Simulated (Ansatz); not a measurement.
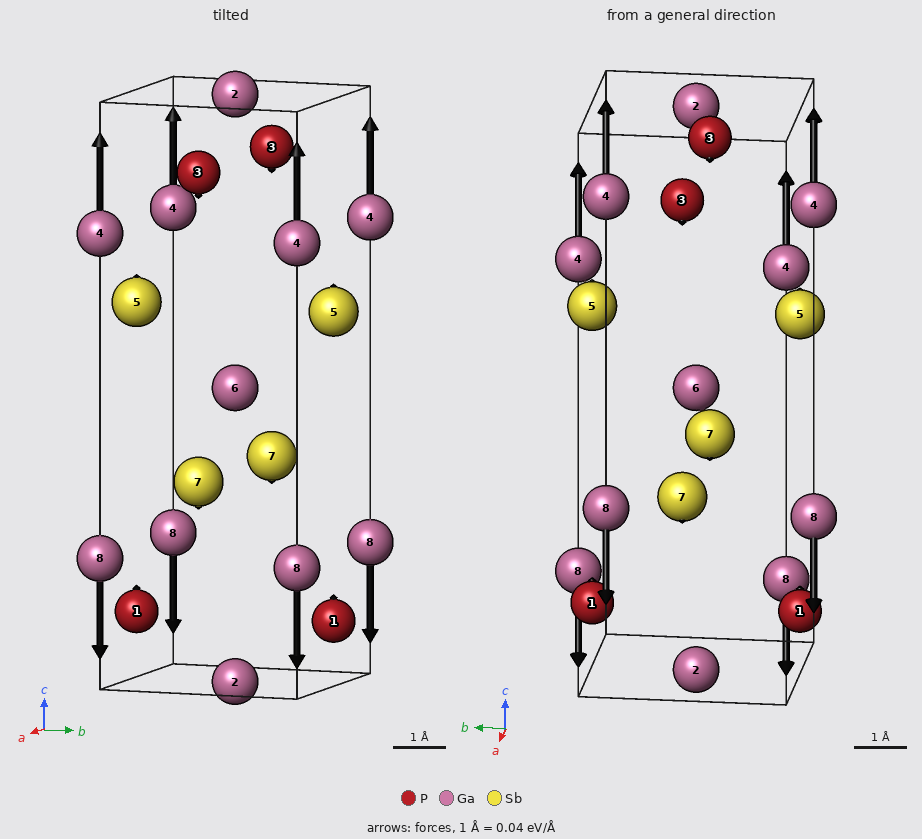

This spheres-only model is shown slightly off an axis and from a general direction. The simulation cell is outlined; an atom on or near a face, edge or corner is repeated at each equivalent position. The arrows are the computed forces on the atoms.

System: Ga2SbP. Calculation details: DFT, PBE with spin-orbit coupling, plane waves, PAW (Ansatz); wavefunction cutoff 420 eV, k-grid 6×6×2, Fermi-Dirac smearing of 0.02 eV, no moments seeded, so the run stays non-magnetic, spinor wavefunctions.

Q: Is the structure at a minimum of the energy?

A: No. The atoms still feel forces of up to about 0.063 eV/Å, above a usual threshold of 0.01 to 0.03 eV/Å.

Q: Which atom carries the strongest force?

A: Ga4 and Ga8, about 0.063 eV/Å.

The structure comes from a structure type filled with these elements by a generator (whether the compound takes this form wasn't checked). Earlier steps of the study may have refined or changed the cell and positions. It went into a calculation with Ansatz.
